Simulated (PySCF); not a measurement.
# C3H11NSi2: NMR shifts, electronic excitations and K edges in gas and solvents, part 2 of 2

PySCF 2.14.0. Atoms count from 0. Earlier steps stand in the parts before.

**7. TDDFT and polarisability: CAM-B3LYP/def2-SVPD in dichloromethane**

Job settings and geometry (Å):

```
{"job": {"kind": "uv", "xc": "CAM-B3LYP", "basis": "def2-SVPD", "solvent": "dichloromethane", "nstates": 6, "ntriplets": 0}, "charge": 0, "multiplicity": 1}
C      2.519573     0.329991    -0.092926
Si     0.857879    -0.249146     0.554144
C     -0.215719    -1.093150    -0.758823
C     -1.696299    -0.813011    -0.435507
Si    -1.812650     0.950227     0.243532
N     -0.224905     1.065331     0.954922
H      3.141262    -0.531036    -0.388021
H      3.075654     0.891605     0.674253
H      2.391743     0.982587    -0.970541
H      1.113692    -1.150069     1.729606
H      0.053600    -0.645151    -1.732048
H     -0.007466    -2.172258    -0.847392
H     -2.356193    -0.982842    -1.301779
H     -2.046489    -1.491987     0.361084
H     -2.914991     1.123989     1.243447
H     -2.050282     1.962696    -0.839719
H      0.045937     1.828725     1.564132
```

Level: TDDFT CAM-B3LYP/def2-SVPD, vertical, IEF-PCM dichloromethane (non-equilibrium linear response), core orbitals frozen in the response.

The log of the run:

```text
coarse grid: 14392 points
cycle   1  E = -754.1972466712  dE =  4.348e-01  |g| = 5.076e-01  |ddm| = 5.244e+00
cycle   2  E = -754.1934212446  dE =  3.825e-03  |g| = 5.382e-01  |ddm| = 1.170e+00
cycle   3  E = -754.2588260412  dE = -6.540e-02  |g| = 6.168e-02  |ddm| = 5.846e-01
cycle   4  E = -754.2595491197  dE = -7.231e-04  |g| = 3.072e-02  |ddm| = 1.144e-01
cycle   5  E = -754.2597843243  dE = -2.352e-04  |g| = 3.113e-03  |ddm| = 3.916e-02
cycle   6  E = -754.2597870389  dE = -2.715e-06  |g| = 1.105e-03  |ddm| = 8.834e-03
final grid: 127560 points
cycle   7  E = -754.3638639568  dE = -2.250e-05  |g| = 3.344e-03  |ddm| = 5.152e-02
cycle   8  E = -754.3638639618  dE = -5.041e-09  |g| = 3.475e-03  |ddm| = 1.039e-02
cycle   9  E = -754.3638669275  dE = -2.966e-06  |g| = 2.709e-04  |ddm| = 4.456e-03
cycle  10  E = -754.3638669395  dE = -1.197e-08  |g| = 1.736e-04  |ddm| = 5.328e-04
cycle  11  E = -754.3638669465  dE = -7.038e-09  |g| = 2.164e-05  |ddm| = 2.372e-04
cycle  12  E = -754.3638669467  dE = -1.405e-10  |g| = 7.533e-06  |ddm| = 4.906e-05
converged SCF energy = -754.3638669467

Static polarisability (au): isotropic 120.751, principal 112.122 116.439 133.692

Singlet excitations
state   eV       nm        f      main configurations
  1   6.4276    192.9   0.01189   H->L 0.69, H->L+1 0.15, H->L+2 0.09
  2   6.9045    179.6   0.02127   H->L+1 0.69, H->L 0.17
  3   7.4976    165.4   0.02711   H->L+4 0.53, H->L+2 0.26
  4   7.5863    163.4   0.04505   H->L+2 0.44, H->L+4 0.15, H-1->L 0.12
  5   7.6336    162.4   0.01418   H->L+3 0.31, H-1->L 0.27, H->L+5 0.11
  6   7.7169    160.7   0.03243   H->L+3 0.34, H-1->L 0.21, H-1->L+1 0.19
```

Run time: 76 s. Hardware: 1 thread of AMD EPYC, shared host; peak memory 1.1 GiB.

This run: HOMO -8.37 eV, LUMO 1.29 eV; lowest singlet 6.43 eV.

**8. K-edge absorption: BHandHLYP/def2-SVPD+aug-pcX-1+pcseg-1**

Same as in step 7 but for these lines:

```diff
@@ -1,2 +1,2 @@
-{"job": {"kind": "uv", "xc": "CAM-B3LYP", "basis": "def2-SVPD", "solvent": "dichloromethane", "nstates": 6, "ntriplets": 0}, "charge": 0, "multiplicity": 1}
+{"job": {"kind": "xas", "xc": "BHandHLYP", "basis": {"default": "aug-pcX-1", "H": "pcseg-1", "Si": "def2-SVPD"}}, "charge": 0, "multiplicity": 1}
 C      2.519573     0.329991    -0.092926
```

With the program's defaults for keys left out, this is: core-valence-separated TDA BHandHLYP/aug-pcX-1 H:pcseg-1 Si:def2-SVPD, K edges, non-relativistic, gas phase.

The log of the run:

```text
coarse grid: 14392 points
cycle   1  E = -754.2989199789  dE =  4.316e-01  |g| = 4.775e-01  |ddm| = 4.357e+00
cycle   2  E = -754.3088271169  dE = -9.907e-03  |g| = 4.550e-01  |ddm| = 8.366e-01
cycle   3  E = -754.3540411473  dE = -4.521e-02  |g| = 6.298e-02  |ddm| = 4.522e-01
cycle   4  E = -754.3547651360  dE = -7.240e-04  |g| = 3.014e-02  |ddm| = 8.670e-02
cycle   5  E = -754.3549809160  dE = -2.158e-04  |g| = 3.127e-03  |ddm| = 2.939e-02
cycle   6  E = -754.3549832390  dE = -2.323e-06  |g| = 1.130e-03  |ddm| = 6.528e-03
final grid: 127560 points
cycle   7  E = -754.4304313042  dE = -4.559e-05  |g| = 3.313e-03  |ddm| = 3.297e-02
cycle   8  E = -754.4304313932  dE = -8.907e-08  |g| = 3.206e-03  |ddm| = 7.599e-03
cycle   9  E = -754.4304338829  dE = -2.490e-06  |g| = 2.479e-04  |ddm| = 3.820e-03
cycle  10  E = -754.4304338909  dE = -8.066e-09  |g| = 1.763e-04  |ddm| = 4.030e-04
cycle  11  E = -754.4304338977  dE = -6.721e-09  |g| = 1.769e-05  |ddm| = 1.555e-04
cycle  12  E = -754.4304338977  dE = -8.731e-11  |g| = 9.282e-06  |ddm| = 3.985e-05
converged SCF energy = -754.4304338977

C K edge
   eV          f      from atoms
  284.939   0.00456   C0
  285.239   0.01086   C2
  285.263   0.00858   C3
  285.644   0.02617   C0
  285.744   0.01108   C3
  285.772   0.02987   C2
  285.780   0.03544   C0
  285.893   0.01928   C3
  286.049   0.00354   C2
  286.201   0.00576   C0
  286.270   0.00896   C2
  286.371   0.01958   C3
  286.415   0.00618   C0
  286.723   0.01147   C0
  286.742   0.01367   C2
  286.760   0.01099   C3

N K edge
   eV          f      from atoms
  398.763   0.00906   N5
  399.988   0.01862   N5
  400.306   0.01979   N5
  400.439   0.00694   N5
  400.559   0.01597   N5
  401.011   0.00135   N5
  401.250   0.01305   N5
  401.401   0.00092   N5
```

It took 42 s on 1 thread of AMD EPYC, shared host; peak memory 1 GiB.

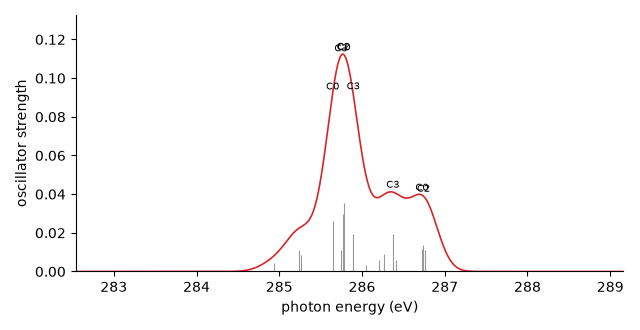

The C K edge. Lines are broadened to a width of 0.40 eV (Gaussian).

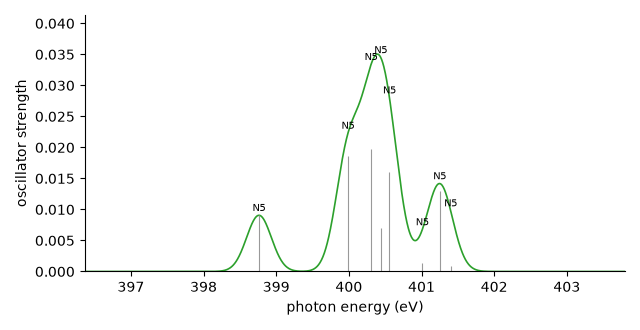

The N K edge. Lines are broadened to a width of 0.40 eV (Gaussian).

**9. Side by side: NMR shifts**

Shifts (ppm) of some atoms, chosen among heavy atoms and hydrogens apart, with basis size and wall time:

| run | C2 | C3 | C0 | H9 | H16 | Si1 | N5 | functions | time |
| --- | --- | --- | --- | --- | --- | --- | --- | --- | --- |
| PBE0/pcSseg-1 in cyclohexane | 9.9 | 7.1 | 1.0 | 4.88 | 0.10 | 3.0 | 20.2 | 171 | 41 s |
| PBE0/pcSseg-1 in dichloromethane | 10.2 | 7.4 | 1.1 | 4.79 | 0.38 | 3.2 | 21.2 | 171 | 36 s |

The continuum's effect on the ground state:

| solvent | ε | polarisation energy (Eh) | μ (D) |
| --- | --- | --- | --- |
| cyclohexane | 2.02 | -0.0015 | 0.76 |
| dichloromethane | 8.93 | -0.0034 | 0.85 |

**10. Run by run: electronic excitations**

Excitations and ground-state properties, with basis size and wall time:

| run | lowest singlet (eV) | brightest (eV) | f | gap (eV) | α (Å³) | μ (D) | functions | time |
| --- | --- | --- | --- | --- | --- | --- | --- | --- |
| CAM-B3LYP/def2-SVPD | 6.35 | 7.54 | 0.030 | 9.57 | 13.72 | 0.68 | 216 | 94 s |
| CAM-B3LYP/def2-SVPD in cyclohexane | 6.38 | 7.55 | 0.044 | 9.61 | 15.44 | 0.77 | 216 | 77 s |
| CAM-B3LYP/def2-SVPD in dichloromethane | 6.43 | 7.59 | 0.045 | 9.66 | 17.89 | 0.87 | 216 | 76 s |

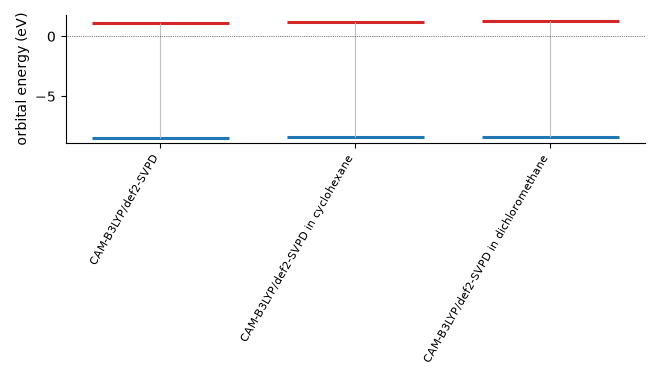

HOMO (blue) and LUMO (red) run by run.

The continuum's effect on the ground state:

| solvent | ε | polarisation energy (Eh) | μ (D) |
| --- | --- | --- | --- |
| cyclohexane | 2.02 | -0.0015 | 0.77 |
| dichloromethane | 8.93 | -0.0034 | 0.87 |

**11. What came out**

What follows sums up all 2 parts.

| quantity | value |
| --- | --- |
| point group | C1 |
| rotational constants (main isotopes) | 4.04, 1.70, 1.35 GHz |
| ¹³C shifts against TMS (PBE0/pcSseg-1, cyclohexane) | 9.9, 7.1, 1.0 ppm |
| ¹H shifts against TMS (PBE0/pcSseg-1, cyclohexane, means over atoms taken as alike) | 4.88, 4.84, 4.79, 1.10, 1.07, 0.98, 0.58, 0.24, 0.10 ppm |
| ²⁹Si shifts against TMS (PBE0/pcSseg-1, cyclohexane) | 3.0, -20.6 ppm |
| ¹⁵N shifts against NH3 (PBE0/pcSseg-1, cyclohexane) | 20.2 ppm |
| lowest singlet (CAM-B3LYP/def2-SVPD) | 6.35 eV (195 nm), f = 0.009 |
| brightest single state of those computed | state 4, 7.54 eV, f = 0.030 |
| C K edge | first line 284.94 eV, strongest 285.78 eV (f = 0.035) |
| N K edge | first line 398.76 eV, strongest 400.31 eV (f = 0.020) |
| range of the shift of N5 | 20.2 to 21.2 ppm |
| range of the lowest singlet | 6.35 to 6.43 eV |

The start of the PBE0/def2-SVP relaxation was shaken at random by about 0.01 Å, so part of the energy gained, and of the first lengths quoted, undoes that. The optimisation took 6 steps and gained 0.197 eV; among the close pairs (by a distance rule), C2–C3 changed most, from 1.482 to 1.541 Å. At PBE0/pcSseg-1: The widest tensor belongs to Si4: span 105 ppm, with a paramagnetic part of -507 ppm. At the C edge the strongest single line lifts a 1s electron of C0 into several orbitals, led by LUMO+4 (weight 0.43), 0.8 eV above the first line. Absolute edge energies from this method are off by several eV; spacings are better. In ppm, N5 moves most: its shift spreads over 1.0 ppm, from 20.2 (PBE0/pcSseg-1 in cyclohexane) to 21.2 (PBE0/pcSseg-1 in dichloromethane). Most of that comes from the computed reference, not from the atom's own shielding. Each shift counts from a reference computed in the same medium, and that reference moves with the solvent too, so shifts and shieldings show the solvent's effect differently. The continuum holds electrostatics alone: no hydrogen bonds to the solvent, and the gas-phase geometry is kept. The lowest singlet runs from 6.35 eV (CAM-B3LYP/def2-SVPD) to 6.43 eV (CAM-B3LYP/def2-SVPD in dichloromethane), while the orbital gap spans 9.57 to 9.66 eV. The lowest state need not be the same one in every run.
